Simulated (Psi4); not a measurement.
# A workflow on ZnSiH3ClO (SMILES [SiH3][O][Zn][Cl])

Wanted: a series of 8 runs (PBE-D4/def2-SVP, PBE0-D4/def2-TZVP, PBE-D4/def2-TZVPP, r2SCAN-D4/def2-TZVPP, B3LYP-D4/def2-TZVPP, PBE0-D4/def2-TZVPP, wB97M-V/def2-TZVPP) of ZnSiH3ClO. 

Program for the calculation: Psi4 1.11.

2 further runs of the same task are left out: 2 for a known fault of the program.

**1. The structure to begin with**

ZnSiH3ClO: 7 atoms, total charge 0, spin state singlet. SMILES: `[SiH3][O][Zn][Cl]`. The shape comes from GFN2-xTB, rattled, which is rough for such elements, and wasn't checked as a minimum. The run starts from this shape.

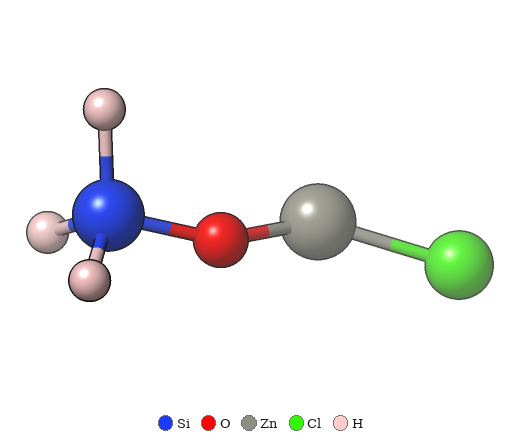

The structure, seen from a chosen angle (silicon blue, oxygen red, zinc grey, chlorine green, hydrogen pink).

**2. A geometry optimisation at PBE-D4/def2-SVP (density fitting) (run 1)**

The input, calc.in:

```
memory 5500 MB

molecule geom {
  0 1
  Si    -0.598323     1.082803     0.355501
  O     -0.055575    -0.442432    -0.037688
  Zn     1.101346    -1.486616    -0.653380
  Cl     1.519033    -3.495430    -0.946832
  H     -0.630034     1.854764    -0.891730
  H      0.424651     1.701489     1.284165
  H     -1.873243     0.863158     0.860498
  units angstrom
  symmetry c1
}

set {
  basis def2-SVP
  scf_type df
  geom_maxiter 60
  max_force_g_convergence 0.0005
}

opt("pbe-d4")
print_variables()
```

Command:

```
$ psi4 -i calc.in -o calc.out -n 2
```

calc.out:

```text
[...]
  Running in c1 symmetry.
[...]
  Nuclear repulsion =  392.544852159841980
[...]
  Multiplicity = 1
[...]
  Nalpha       = 36
  Nbeta        = 36
[...]
    Number of basis functions: 96
[...]
   @DF-RKS iter   1: -2602.67146355998693   -5.79175e-01   2.53153e-02 ADIIS/DIIS
[...]
   @DF-RKS iter   8: -2604.96555453100154   -1.31877e-11   6.74165e-09 DIIS
[...]
  @DF-RKS Final Energy: -2604.96555453100154
   => Energetics <=
    Nuclear Repulsion Energy =            386.0430711491409284
    One-Electron Energy =               -4392.7680214460633579
    Two-Electron Energy =                1531.0924106577567727
    DFT Exchange-Correlation Energy =    -129.3277742209197356
    Empirical Dispersion Energy =          -0.0052406709162264
    VV10 Nonlocal Energy =                  0.0000000000000000
    Total Energy =                      -2604.9655545310015441
[...]
 Multipole Moments:
 ------------------------------------------------------------------------------------
     Multipole            Electronic (a.u.)      Nuclear  (a.u.)        Total (a.u.)
 ------------------------------------------------------------------------------------
 L = 1.  Multiply by 2.5417464519 to convert [e a0] to [Debye]
 Dipole X            :          5.1554245           -5.1529295            0.0024949
 Dipole Y            :        -11.2411174           11.3402143            0.0990969
 Dipole Z            :         -3.2193407            3.2229953            0.0036546
 Magnitude           :                                                    0.0991957
[...]
  -Total Gradient:
     Atom            X                  Y                   Z
    ------   -----------------  -----------------  -----------------
       1        0.000094767947     0.000077319134     0.000053919452
       2       -0.000226171594    -0.000104277763     0.000170025265
       3       -0.000067685506     0.000090179534    -0.000042292792
       4        0.000063686502    -0.000152366912     0.000003046184
       5        0.000043187065     0.000049918339     0.000001472594
       6        0.000079831428    -0.000011465440    -0.000084806195
       7       -0.000055721681    -0.000015860442    -0.000045998246
[...]
```

Standard output:

```text
Optimizer: Optimization complete!
```

Run time: 41 s. Hardware: 2 threads of AMD EPYC 7R43 (Zen 3), shared host; peak memory 0.66 GiB.

Steps, from the record of the run:

```
step  energy from the first frame kept (eV)  largest force (eV/Å)
   0                                 0.0000                2.9270
   1                                -0.4506                0.9940
   2                                -0.5487                0.3955
   3                                -0.6013                0.2901
   4                                -0.6287                0.2369
   5                                -0.6337                0.1443
   6                                -0.6351                0.1310
   7                                -0.6396                0.1456
   8                                -0.6408                0.0781
   9                                -0.6413                0.0155
```

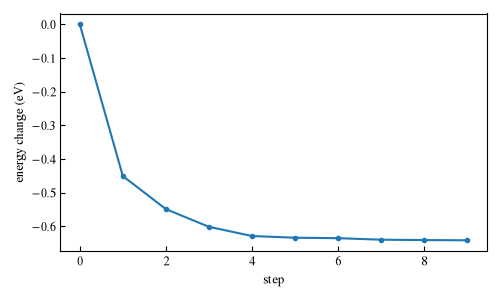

Energy along the run.

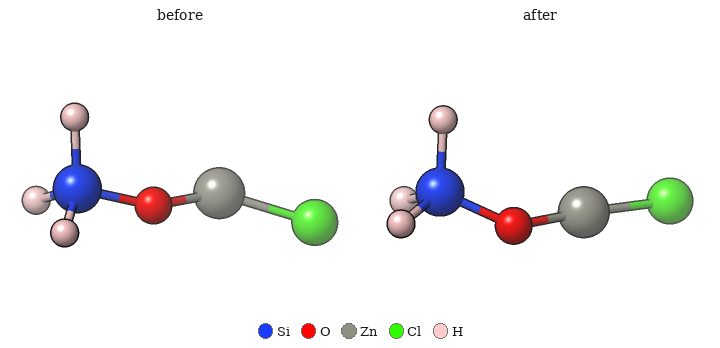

Before and after, at one scale.

After the run. Bond lengths: Si1–O2 1.667 Å, O2–Zn3 1.774 Å, Zn3–Cl4 2.098 Å, Si1–H5 1.512 Å, Si1–H6 1.512 Å, Si1–H7 1.504 Å. Angles: Si1–O2–Zn3 133.3°, O2–Zn3–Cl4 176.1°, O2–Si1–H5 112.0°, O2–Si1–H6 112.0°, O2–Si1–H7 108.6°, H5–Si1–H6 107.1°, H5–Si1–H7 108.4°, H6–Si1–H7 108.5°.

**3. A structure relaxation at PBE0-D4/def2-TZVP (density fitting) (run 2)**

The input, calc.inp:

```
memory 5500 mb

molecule m {
  0 1
  Si    -0.498650     1.089731     0.291594
  O     -0.436662    -0.567539     0.119530
  Zn     0.793469    -1.680084    -0.511237
  Cl     2.162280    -3.103058    -1.221735
  H     -0.383145     1.802872    -1.036311
  H      0.612874     1.609314     1.174642
  H     -1.816565     1.458427     0.915351
  units angstrom
  symmetry c1
}

set {
  basis                   def2-TZVP
  scf_type                df
  geom_maxiter            50
  max_force_g_convergence 0.0002
}

E, wfn = optimize('pbe0-d4', return_wfn=True)
```

Command:

```
$ psi4 calc.inp calc.out -n 2
```

calc.out:

```text
[...]
  Running in c1 symmetry.
[...]
  Nuclear repulsion =  386.043079048081836
[...]
  Multiplicity = 1
[...]
  Nalpha       = 36
  Nbeta        = 36
[...]
    Number of basis functions: 171
[...]
   @DF-RKS iter   1: -2602.86529418919508   -3.92665e-01   2.45279e-02 DIIS/ADIIS
[...]
   @DF-RKS iter   8: -2605.68239863691861    0.00000e+00   3.60749e-09 DIIS
[...]
  @DF-RKS Final Energy: -2605.68239863691861
   => Energetics <=
    Nuclear Repulsion Energy =            388.0892368062237665
    One-Electron Energy =               -4398.7277086273534223
    Two-Electron Energy =                1502.8066851660012162
    DFT Exchange-Correlation Energy =     -97.8461479491581656
    Empirical Dispersion Energy =          -0.0044640326322970
    VV10 Nonlocal Energy =                  0.0000000000000000
    Total Energy =                      -2605.6823986369190607
[...]
 Multipole Moments:
 ------------------------------------------------------------------------------------
     Multipole            Electronic (a.u.)      Nuclear  (a.u.)        Total (a.u.)
 ------------------------------------------------------------------------------------
 L = 1.  Multiply by 2.5417464519 to convert [e a0] to [Debye]
 Dipole X            :          5.2648603           -5.2610551            0.0038052
 Dipole Y            :        -11.4276183           11.4687327            0.0411144
 Dipole Z            :         -3.2737662            3.2754016            0.0016354
 Magnitude           :                                                    0.0413224
[...]
  -Total Gradient:
     Atom            X                  Y                   Z
    ------   -----------------  -----------------  -----------------
       1        0.000006456218     0.000002190211    -0.000000153423
       2        0.000004321926     0.000043571598     0.000002856875
       3       -0.000019506186     0.000009400598     0.000003607690
       4       -0.000000395832     0.000024134112     0.000005804268
       5        0.000011981310     0.000033515120    -0.000008888344
       6        0.000018437620     0.000032382808    -0.000000101108
       7        0.000004380515     0.000037722598     0.000001248327
[...]
```

The script printed:

```text
Optimizer: Optimization complete!
```

It took 77 s on 2 threads of AMD EPYC 7R43 (Zen 3), shared host; peak memory 1 GiB.

Step by step:

```
step  energy from the first frame kept (eV)  largest force (eV/Å)
   0                                 0.0000                0.9901
   1                                -0.0365                0.2729
   2                                -0.0396                0.1092
   3                                -0.0421                0.0910
   4                                -0.0442                0.0951
   5                                -0.0457                0.0385
   6                                -0.0461                0.0133
   7                                -0.0463                0.0134
   8                                -0.0464                0.0063
   9                                -0.0465                0.0023
```

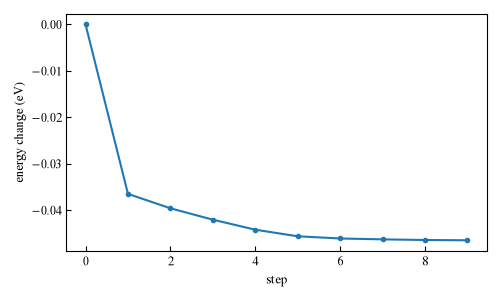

Energy along the run.

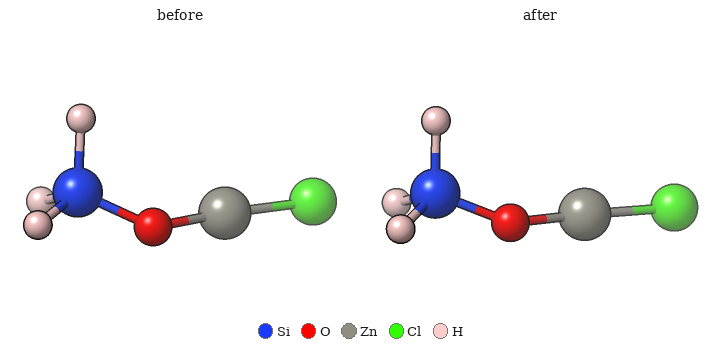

Before and after, at one scale.

After the run. Bond lengths: Si1–O2 1.627 Å, O2–Zn3 1.754 Å, Zn3–Cl4 2.077 Å, Si1–H5 1.491 Å, Si1–H6 1.491 Å, Si1–H7 1.486 Å. Angles: Si1–O2–Zn3 143.2°, O2–Zn3–Cl4 177.6°, O2–Si1–H5 111.3°, O2–Si1–H6 111.3°, O2–Si1–H7 109.0°, H5–Si1–H6 107.7°, H5–Si1–H7 108.7°, H6–Si1–H7 108.7°.

Runs 3 to 5 aren't shown in full; the table further down has their settings and results.

**4. The energy at B3LYP-D4/def2-TZVPP (density fitting) (run 6)**

The input, clh3osizn.dat:

```
memory 5.5 GB

molecule {
  0 1
  Si    -0.504030     1.128776     0.296844
  O     -0.312506    -0.471224     0.074745
  Zn     0.810223    -1.682002    -0.516711
  Cl     2.082829    -3.176471    -1.197125
  H     -0.431662     1.868148    -0.995990
  H      0.550789     1.682154     1.193870
  H     -1.833047     1.376720     0.914168
  units angstrom
  symmetry c1
}

set {
  basis                def2-TZVPP
  scf_type             df
  dft_radial_points    99
  dft_spherical_points 590
}

energy("b3lyp-d4")
print_variables()
```

Command:

```
$ psi4 -i clh3osizn.dat -o clh3osizn.out -n 2
```

clh3osizn.out:

```text
[...]
  Running in c1 symmetry.
[...]
  Nuclear repulsion =  388.089214100260335
[...]
  Multiplicity = 1
[...]
  Nalpha       = 36
  Nbeta        = 36
[...]
    Number of basis functions: 221
[...]
   @DF-RKS iter   1: -2603.46587069001407   -1.60510e-01   1.92392e-02 ADIIS/DIIS
[...]
   @DF-RKS iter  13: -2606.38486080169105   -6.14000e-08   3.40550e-07 DIIS
[...]
    Orbital Energies [Eh]
    ---------------------
    Doubly Occupied:
       1A   -347.325184     2A   -101.519725     3A    -66.121196
       4A    -42.274878     5A    -37.254739     6A    -37.254638
       7A    -37.251103     8A    -19.126020     9A     -9.452370
      10A     -7.211193    11A     -7.206586    12A     -7.206567
      13A     -5.280436    14A     -4.890107    15A     -3.639404
      16A     -3.637990    17A     -3.637906    18A     -3.282340
      19A     -3.282093    20A     -3.277993    21A     -0.968708
      22A     -0.816535    23A     -0.589404    24A     -0.565045
      25A     -0.564892    26A     -0.560706    27A     -0.560704
      28A     -0.515959    29A     -0.420107    30A     -0.387765
      31A     -0.381839    32A     -0.380601    33A     -0.333033
      34A     -0.332680    35A     -0.310228    36A     -0.305442
[...]
  @DF-RKS Final Energy: -2606.38486080169105
   => Energetics <=
    Nuclear Repulsion Energy =            388.0892141002603353
    One-Electron Energy =               -4398.4796059686359513
    Two-Electron Energy =                1508.8952740901170273
    DFT Exchange-Correlation Energy =    -104.8812231268951791
    Empirical Dispersion Energy =          -0.0085198965375717
    VV10 Nonlocal Energy =                  0.0000000000000000
    Total Energy =                      -2606.3848608016915023
[...]
 Multipole Moments:
 ------------------------------------------------------------------------------------
     Multipole            Electronic (a.u.)      Nuclear  (a.u.)        Total (a.u.)
 ------------------------------------------------------------------------------------
 L = 1.  Multiply by 2.5417464519 to convert [e a0] to [Debye]
 Dipole X            :          5.2695095           -5.2610554            0.0084542
 Dipole Y            :        -11.4263201           11.4687340            0.0424139
 Dipole Z            :         -3.2756494            3.2754039           -0.0002455
 Magnitude           :                                                    0.0432489
[...]
```

Run time: 21 s. Hardware: 2 threads of AMD EPYC 7R43 (Zen 3), shared host; peak memory 1.9 GiB.

Run 7 isn't shown in full; the table further down has it.

**5. The energy at wB97M-V/def2-TZVPP (density fitting) (run 8)**

The input, calc.inp:

```
memory 5500 mb

molecule molecule1 {
  0 1
  Si
  O 1 r2
  Zn 2 r3 1 a3
  Cl 3 r4 1 a4 2 d4
  H 1 r5 2 a5 3 d5
  H 1 r6 5 a6 2 d6
  H 1 r7 5 a7 6 d7

  r2 = 1.626656
  r3 = 1.753945
  a3 = 143.16974
  r4 = 2.077481
  a4 = 164.66321
  d4 = -179.9414
  r5 = 1.491083
  a5 = 111.32383
  d5 = 60.82564
  r6 = 1.491149
  a6 = 107.65194
  d6 = 122.2854
  r7 = 1.48622
  a7 = 108.71227
  d7 = 117.59414
  symmetry c1
}

set basis def2-TZVPP
set reference rks
set scf_type df
set dft_radial_points 99
set dft_spherical_points 590
set dft_vv10_postscf true

energy_value, wavefunction = energy('wb97m-v', return_wfn=True)
```

Command:

```
$ psi4 -n 2 calc.inp calc.out
```

calc.out:

```text
[...]
  Running in c1 symmetry.
[...]
  Nuclear repulsion =  388.089223013758158
[...]
  Multiplicity = 1
[...]
  Nalpha       = 36
  Nbeta        = 36
[...]
    Number of basis functions: 221
[...]
   @DF-RKS iter   1: -2603.80489671597115   -8.75534e-01   1.85541e-02 DIIS/ADIIS
[...]
   @DF-RKS iter  11: -2606.41912439640191   -9.29267e-08   4.23890e-07 DIIS
[...]
    Orbital Energies [Eh]
    ---------------------
    Doubly Occupied:
       1A   -347.893352     2A   -101.867308     3A    -66.417310
       4A    -42.549348     5A    -37.421316     6A    -37.421221
       7A    -37.416722     8A    -19.330315     9A     -9.640151
      10A     -7.342013    11A     -7.337909    12A     -7.337893
      13A     -5.449429    14A     -5.063831    15A     -3.763897
      16A     -3.762769    17A     -3.762673    18A     -3.424030
      19A     -3.423796    20A     -3.419229    21A     -1.095631
      22A     -0.935985    23A     -0.704646    24A     -0.682100
      25A     -0.682082    26A     -0.677129    27A     -0.677129
      28A     -0.628925    29A     -0.521895    30A     -0.486194
      31A     -0.485235    32A     -0.481646    33A     -0.430121
      34A     -0.429649    35A     -0.404749    36A     -0.400705
[...]
  @DF-RKS Final Energy: -2606.12059429220290
   => Energetics <=
    Nuclear Repulsion Energy =            388.0892230137581578
    One-Electron Energy =               -4398.2262803894245735
    Two-Electron Energy =                1505.0970241875102147
    DFT Exchange-Correlation Energy =    -101.3791785692757799
    Empirical Dispersion Energy =           0.0000000000000000
    VV10 Nonlocal Energy =                  0.2986174652293676
    Total Energy =                      -2606.1205942922024406
[...]
 Multipole Moments:
 ------------------------------------------------------------------------------------
     Multipole            Electronic (a.u.)      Nuclear  (a.u.)        Total (a.u.)
 ------------------------------------------------------------------------------------
 L = 1.  Multiply by 2.5417464519 to convert [e a0] to [Debye]
 Dipole X            :         -0.0001241           -0.0001757           -0.0002998
 Dipole Y            :         -4.1938850            4.1808180           -0.0130669
 Dipole Z            :         12.3142681          -12.3474521           -0.0331840
 Magnitude           :                                                    0.0356653
[...]
```

Run time: 56 s. Hardware: 2 threads of AMD EPYC 7R43 (Zen 3), shared host; peak memory 2.7 GiB.

**6. All runs side by side**

```csv
run,level,geom maxiter,max force g convergence,energy (Eh),dipole moment (D),HOMO energy (eV),LUMO energy (eV),wall time
1,PBE-D4/def2-SVP (density fitting),60,0.0005,-2604.965555,0.25,-6.80,-2.33,41 s
2,PBE0-D4/def2-TZVP (density fitting),50,0.0002,-2605.682399,0.11,-8.52,-1.57,77 s
3,PBE0-D4/def2-TZVP (density fitting),–,–,-2605.682399,0.11,–,–,5.3 min
4,PBE-D4/def2-TZVPP (density fitting),–,–,-2605.596766,0.06,-7.10,-2.51,23 s
5,r2SCAN-D4/def2-TZVPP (density fitting),–,–,-2606.180526,0.10,-7.44,-2.21,41 s
6,B3LYP-D4/def2-TZVPP (density fitting),–,–,-2606.384861,0.11,-8.31,-1.90,21 s
7,PBE0-D4/def2-TZVPP (density fitting),–,–,-2605.683571,0.12,-8.52,-1.57,20 s
8,wB97M-V/def2-TZVPP (density fitting),–,–,-2606.120594,0.09,-10.90,0.13,56 s
```

**7. Outcome**

```
                                quantity           value
 run 8, wB97M-V/def2-TZVPP: total energy  -2606.12059 Eh
run 8, wB97M-V/def2-TZVPP: dipole moment          0.09 D
  run 8, wB97M-V/def2-TZVPP: HOMO energy       -10.90 eV
  run 8, wB97M-V/def2-TZVPP: LUMO energy         0.13 eV
run 8, wB97M-V/def2-TZVPP: HOMO–LUMO gap        11.03 eV
```

**Reading.** Over runs 3, 4, 5, 6, 7, 8 the dipole moment (its size) runs from 0.06 D (PBE-D4/def2-TZVPP) to 0.12 D (PBE0-D4/def2-TZVPP). Over runs 4, 5, 6, 7, 8 the HOMO–LUMO gap runs from 4.60 eV (PBE-D4/def2-TZVPP) to 11.03 eV (wB97M-V/def2-TZVPP). Totals of different functionals can't be ranked against each other. All runs together took 9.9 min, the longest 5.3 min.
